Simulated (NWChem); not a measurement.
# doublet NO2F+ at 4 levels

We compute a comparison of 4 runs (U-r2SCAN/cc-pVTZ, UPBE/cc-pVTZ, UPBE0/cc-pVTZ, USVWN5/cc-pVTZ) of doublet NO2F+. 

Program for the calculation: NWChem 7.3.0.

1 further run of the same task is left out (it didn't finish).

### 1 The system as given

NO2F+ has 4 atoms, charge +1, and is taken as a doublet. SMILES of the parent species: `O=[N+]([O-])F`. The coordinates come from a PBE0-D4/def2-TZVP relaxation. That shape belongs to the parent species and isn't relaxed for this state.

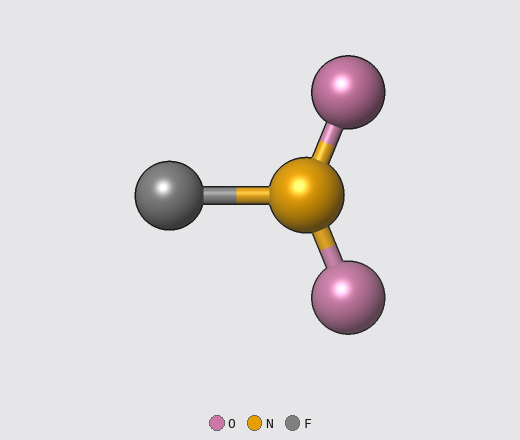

The structure, seen from a chosen angle (oxygen pink, nitrogen amber, fluorine grey).

### 2 A single-point energy at U-r2SCAN/cc-pVTZ (run 1)

Input file mymol.nw:

```
echo
start mymol
title "FNO2 r2SCAN"
memory total 2200 mb
charge 1

geometry units angstroms noautosym nocenter noautoz
  O     0.188290    0.469930    1.120250
  N     0.079720   -0.071800    0.089140
  O     0.476580   -1.068680   -0.376880
  F    -0.744590    0.670550   -0.832510
end

basis "ao basis" spherical bse
  * library cc-pVTZ
end

dft
  xc r2scan
  mult 2
  grid fine
  convergence energy 1e-08
  maxiter 100
  mulliken
  noprint "final vectors analysis"
end

task dft energy
```

Started as:

```console
$ nwchem mymol.nw > mymol.out
```

Log:

```text
[...]
          Wavefunction type:  spin polarized.
          No. of atoms     :     4
          No. of electrons :    31
[...]
          Charge           :     1
          Spin multiplicity:     2
[...]
          AO basis - number of functions:   120
[...]
              XC Information
              --------------
                      r^2SCAN Method XC Functional
               r^2SCAN metaGGA Exchange Functional  1.000
                     r^2SCAN Correlation Potential  1.000
[...]
 d= 0,ls=0.0,diis     1   -304.1469101700 -4.29D+02  9.35D-03  7.33D-01     2.3
[...]
 d= 0,ls=0.0,diis    14   -304.4072802102 -1.88D-09  4.51D-08  5.80D-11    28.1
[...]
         Total DFT energy =     -304.407280210188
      One electron energy =     -655.148552559855
           Coulomb energy =      260.114536729501
    Exchange-Corr. energy =      -33.849779658529
 Nuclear repulsion energy =      124.476515278695
[...]
      Total Density - Mulliken Population Analysis
     ---------------------------------------------
    Atom       Charge   Shell Charges
 -----------   ------   -------------------------------------------------------
    1 O    8     7.84   1.95  0.27  1.06  0.61  1.22  1.96  0.72  0.01  0.04  0.00
    2 N    7     6.37   1.95  0.24  0.89  0.08  0.97  1.64  0.26  0.04  0.28  0.02
    3 O    8     7.84   1.95  0.27  1.06  0.61  1.22  1.96  0.72  0.01  0.04  0.00
    4 F    9     8.95   1.94  0.29  1.09  0.64  1.52  2.31  1.13  0.00  0.01  0.00
[...]
      <S2> =      0.7616 (Exact =     0.7500)
[...]
```

It took 29 s on 1 thread of AMD EPYC 9B45 (Zen 5), shared host; peak memory 0.12 GiB.

### 3 A single-point energy at UPBE/cc-pVTZ (run 2)

Input file mymol.nw:

```
start mymol
title "FNO2 PBE"
memory 2200 mb
charge 1

geometry units angstrom noautosym nocenter noautoz
  O     0.188290    0.469930    1.120250
  N     0.079720   -0.071800    0.089140
  O     0.476580   -1.068680   -0.376880
  F    -0.744590    0.670550   -0.832510
end

basis spherical bse
  * library cc-pVTZ
end

dft
  xc xpbe96 cpbe96
  mult 2
  grid fine
  convergence energy 1e-08
  maxiter 100
  mulliken
end

task dft energy
```

Started as:

```console
$ nwchem mymol.nw > mymol.out
```

Log:

```text
[...]
          Wavefunction type:  spin polarized.
          No. of atoms     :     4
          No. of electrons :    31
[...]
          Charge           :     1
          Spin multiplicity:     2
[...]
          AO basis - number of functions:   120
[...]
              XC Information
              --------------
          PerdewBurkeErnzerhof Exchange Functional  1.000
            Perdew 1991 LDA Correlation Functional  1.000 local
           PerdewBurkeErnz. Correlation Functional  1.000 non-local
[...]
 d= 0,ls=0.0,diis     1   -303.9860625087 -4.28D+02  1.00D-02  8.32D-01     2.2
[...]
 d= 0,ls=0.0,diis    14   -304.2697429901 -8.87D-10  2.70D-08  3.14D-11    25.9
[...]
         Total DFT energy =     -304.269742990127
      One electron energy =     -655.161089843171
           Coulomb energy =      260.102058875086
    Exchange-Corr. energy =      -33.687227300737
 Nuclear repulsion energy =      124.476515278695
[...]
      Total Density - Mulliken Population Analysis
     ---------------------------------------------
    Atom       Charge   Shell Charges
 -----------   ------   -------------------------------------------------------
    1 O    8     7.82   1.94  0.28  1.05  0.59  1.23  1.93  0.74  0.01  0.05  0.00
    2 N    7     6.44   1.95  0.24  0.88  0.10  1.00  1.63  0.31  0.04  0.29  0.02
    3 O    8     7.82   1.94  0.28  1.05  0.59  1.23  1.93  0.74  0.01  0.05  0.00
    4 F    9     8.91   1.94  0.30  1.09  0.64  1.53  2.26  1.14  0.00  0.01  0.00
[...]
      <S2> =      0.7548 (Exact =     0.7500)
[...]
```

Run time: 27 s. Hardware: 1 thread of AMD EPYC 9B45 (Zen 5), shared host; peak memory 0.12 GiB.

Run 3 isn't shown in full; the table further down has it.

### 4 A single-point energy at USVWN5/cc-pVTZ (run 4)

Input file calc.nw:

```
START calc
TITLE "FNO2"
memory total 2200 mb
charge 1
GEOMETRY units angstrom noautosym nocenter noautoz
  O      0.188290     0.469930     1.120250
  N      0.079720    -0.071800     0.089140
  O      0.476580    -1.068680    -0.376880
  F     -0.744590     0.670550    -0.832510
END
BASIS spherical bse
  O library cc-pVTZ
  N library cc-pVTZ
  F library cc-pVTZ
END
DFT
  xc slater vwn_5
  mult 2
  grid fine
  convergence energy 1e-08
  iterations 100
  mulliken
END
TASK dft energy
```

Started as:

```console
$ nwchem calc.nw > calc.out
```

Log:

```text
[...]
          Wavefunction type:  spin polarized.
          No. of atoms     :     4
          No. of electrons :    31
[...]
          Charge           :     1
          Spin multiplicity:     2
[...]
          AO basis - number of functions:   120
[...]
              XC Information
              --------------
                        Slater Exchange Functional  1.000 local
                      VWN V Correlation Functional  1.000 local
[...]
 d= 0,ls=0.0,diis     1   -302.1472518624 -4.27D+02  1.02D-02  1.27D+00     1.8
[...]
 d= 0,ls=0.0,diis    14   -302.4565029619 -1.74D-09  4.40D-08  5.46D-10    20.9
[...]
         Total DFT energy =     -302.456502961853
      One electron energy =     -654.889567204256
           Coulomb energy =      259.735690549600
    Exchange-Corr. energy =      -31.779141585892
 Nuclear repulsion energy =      124.476515278695
[...]
      Total Density - Mulliken Population Analysis
     ---------------------------------------------
    Atom       Charge   Shell Charges
 -----------   ------   -------------------------------------------------------
    1 O    8     7.82   1.91  0.28  1.05  0.61  1.25  1.90  0.75  0.01  0.04  0.00
    2 N    7     6.47   1.91  0.25  0.88  0.11  1.01  1.61  0.32  0.03  0.30  0.02
    3 O    8     7.82   1.91  0.28  1.05  0.61  1.25  1.90  0.75  0.01  0.04  0.00
    4 F    9     8.90   1.92  0.30  1.09  0.65  1.54  2.23  1.15  0.00  0.01  0.00
[...]
      <S2> =      0.7532 (Exact =     0.7500)
[...]
```

Run time: 22 s. Hardware: 1 thread of AMD EPYC 9B45 (Zen 5), shared host; peak memory 0.12 GiB.

### 5 Overview of the runs

| run | level | energy (Eh) | ⟨S²⟩ | wall time |
| --- | --- | --- | --- | --- |
| 1 | U-r2SCAN/cc-pVTZ | -304.407280 | 0.762 | 29 s |
| 2 | UPBE/cc-pVTZ | -304.269743 | 0.755 | 27 s |
| 3 | UPBE0/cc-pVTZ | -304.213226 | 0.769 | 32 s |
| 4 | USVWN5/cc-pVTZ | -302.456503 | 0.753 | 22 s |

### 6 Outcome

```
                                 quantity          value
                      run 4: total energy  -302.45650 Eh
run 4: HOMO energy (highest over α and β)      -18.78 eV
 run 4: LUMO energy (lowest over α and β)      -17.67 eV
                              run 4: ⟨S²⟩          0.753
```

**Reading.** Totals of different functionals can't be ranked against each other. All runs together took 1.8 min, the longest 32 s.
